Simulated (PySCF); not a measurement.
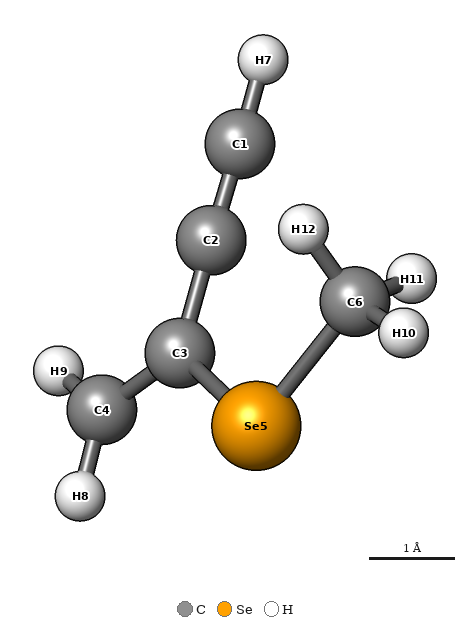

Figure 1. The structure as given in the input (ball-and-stick view, seen at a tilt; atoms are numbered from 1 in the order of the input).

**Spin–spin coupling calculation, with input and output: C₅H₆Se**

System: C₅H₆Se.
Method: B3LYP/pcseg-1 indirect spin-spin coupling, non-relativistic, gas phase (PySCF 2.14.0).

The geometry comes from this level: GFN2-xTB. Figures and captions count atoms from 1; the log counts them from 0 in places.

Output:
```
coarse grid: 48064 points
cycle   1  E = -2595.2901974503  dE = -2.558e-01  |g| = 3.608e-01  |ddm| = 4.130e+00
cycle   2  E = -2595.2844338115  dE =  5.764e-03  |g| = 3.911e-01  |ddm| = 8.269e-01
cycle   3  E = -2595.3230699904  dE = -3.864e-02  |g| = 9.335e-02  |ddm| = 4.621e-01
cycle   4  E = -2595.3253954762  dE = -2.325e-03  |g| = 2.864e-02  |ddm| = 1.475e-01
cycle   5  E = -2595.3255978326  dE = -2.024e-04  |g| = 1.159e-02  |ddm| = 4.265e-02
cycle   6  E = -2595.3256363541  dE = -3.852e-05  |g| = 2.370e-03  |ddm| = 1.653e-02
cycle   7  E = -2595.3256372226  dE = -8.685e-07  |g| = 1.554e-03  |ddm| = 3.337e-03
final grid: 101352 points
cycle   8  E = -2595.3256540976  dE =  3.057e-06  |g| = 3.724e-03  |ddm| = 4.917e-03
cycle   9  E = -2595.3256348858  dE =  1.921e-05  |g| = 9.290e-03  |ddm| = 1.119e-02
cycle  10  E = -2595.3256577935  dE = -2.291e-05  |g| = 3.070e-04  |ddm| = 7.966e-03
cycle  11  E = -2595.3256578204  dE = -2.690e-08  |g| = 5.451e-05  |ddm| = 4.047e-04
cycle  12  E = -2595.3256578212  dE = -7.935e-10  |g| = 8.245e-06  |ddm| = 7.531e-05
```

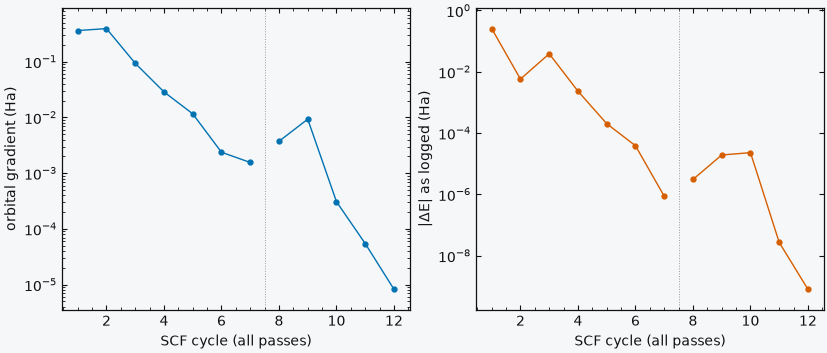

Figure 2. Convergence of the self-consistent field: orbital gradient and size of the energy change against the SCF cycle. The dotted line marks the change from a coarse to the final integration grid. The first 7 cycles use a coarse grid, the final grid takes over at cycle 8, and the field converges after 12 cycles in all.

```
converged SCF energy = -2595.3256578212

Indirect spin-spin couplings (Hz)
  i      j    bonds     total        FC       PSO       DSO        SD
  0 C    1 C    1    190.980   185.383     5.459     0.138         -
  0 C    2 C    2      7.811     8.232    -0.334    -0.087         -
  0 C    3 C    3      7.286     7.937    -0.574    -0.077         -
  0 C    5 C    4      0.955     0.991    -0.065     0.030         -
  0 C    6 H    1    238.539   240.065    -2.065     0.539         -
  0 C    7 H    4     -0.427    -0.234     0.209    -0.402         -
  0 C    8 H    4     -1.904    -1.682    -0.096    -0.126         -
  0 C    9 H    5      0.422     0.532     0.128    -0.238         -
  0 C   10 H    5      0.170     0.148    -0.220     0.242         -
  0 C   11 H    5      0.164     0.142    -0.216     0.238         -
  1 C    2 C    1    110.305   112.786    -2.839     0.357         -
  1 C    3 C    2     -4.223    -4.416     0.189     0.004         -
  1 C    5 C    3      2.001     1.950    -0.034     0.085         -
  1 C    6 H    2     36.061    32.329     4.839    -1.106         -
  1 C    7 H    3     11.634    11.745     0.296    -0.406         -
  1 C    8 H    3      7.695     7.512     0.027     0.155         -
  1 C    9 H    4     -0.198    -0.093     0.173    -0.277         -
  1 C   10 H    4      0.428     0.160    -0.132     0.400         -
  1 C   11 H    4      0.425     0.159    -0.130     0.397         -
  2 C    3 C    1     95.868   104.489    -8.894     0.272         -
  2 C    5 C    2     -0.937    -0.887    -0.040    -0.010         -
  2 C    6 H    3      4.766     4.993     0.137    -0.365         -
  2 C    7 H    2     -4.226    -2.828    -1.253    -0.145         -
  2 C    8 H    2      0.029     1.459    -1.205    -0.226         -
  2 C    9 H    3      8.912     9.367     0.127    -0.582         -
  2 C   10 H    3      1.381     1.376    -0.107     0.112         -
  2 C   11 H    3      1.355     1.350    -0.106     0.111         -
  3 C    5 C    3      1.243     1.389    -0.028    -0.118         -
  3 C    6 H    4     -3.835    -3.448    -0.085    -0.302         -
  3 C    7 H    1    169.304   168.328     0.179     0.796         -
  3 C    8 H    1    171.003   170.206     0.066     0.731         -
  3 C    9 H    4     -0.215     0.098     0.198    -0.511         -
  5 C    6 H    5     -0.309    -0.330     0.060    -0.039         -
  5 C    8 H    4      0.861     1.059     0.156    -0.355         -
  5 C    9 H    1    147.068   145.484     0.593     0.992         -
  5 C   10 H    1    152.474   150.972     0.481     1.021         -
  5 C   11 H    1    152.484   150.982     0.482     1.020         -
  6 H    7 H    5      0.306     0.882     0.764    -1.340         -
  6 H    8 H    5      0.627     1.000     0.361    -0.734         -
  6 H    9 H    6     -0.322    -0.037     0.586    -0.871         -
  6 H   10 H    6      0.246     0.091    -0.007     0.162         -
  6 H   11 H    6      0.243     0.091    -0.002     0.155         -
  7 H    8 H    2     -1.674    -1.245     2.774    -3.203         -
  7 H    9 H    5     -0.858     0.408     0.549    -1.816         -
  7 H   10 H    5     -1.177    -0.249     0.533    -1.461         -
  7 H   11 H    5     -1.177    -0.251     0.531    -1.457         -
  8 H    9 H    5      0.241     1.082     0.730    -1.570         -
  8 H   10 H    5     -0.780    -0.324     0.511    -0.967         -
  8 H   11 H    5     -0.781    -0.325     0.511    -0.967         -
  9 H   10 H    2     -9.700   -10.007     2.214    -1.907         -
  9 H   11 H    2     -9.683    -9.989     2.215    -1.909         -
 10 H   11 H    2     -7.150    -7.490     2.119    -1.778         -
```

This output came from the following input.

Input file:
```
{"job": {"kind": "j", "xc": "B3LYP", "basis": "pcseg-1"}, "charge": 0, "multiplicity": 1}
C     -0.957178     1.890170     0.007840
C     -0.877782     0.690904    -0.011008
C     -0.744239    -0.709198    -0.032301
C     -1.784428    -1.542750    -0.069384
Se     1.059479    -1.409667    -0.006368
C      2.060256     0.264627     0.050428
H     -1.061345     2.934078     0.023459
H     -1.642713    -2.610717    -0.084686
H     -2.795758    -1.172895    -0.085324
H      3.113741    -0.002178     0.066686
H      1.834217     0.852178    -0.835827
H      1.796950     0.814761     0.950455
```

The first line tells a small driver script what to run in PySCF; the rest is the geometry in Å.

Launch command:
```bash
OMP_NUM_THREADS=1 python <driver script> task.json out
```

Results in brief:

- outcome: converged
- total energy: −2595.325658 hartree
- HOMO: −5.83 eV
- LUMO: −1.14 eV
- dipole moment: 1.30 D
- hardware: 1 CPU thread, shared host
- wall time: 6.6 s
- peak memory: 0.74 GiB

Settings chosen away from the usual ones: B3LYP/pcseg-1. Spin–orbit coupling is left out, which matters for the heavy atoms.
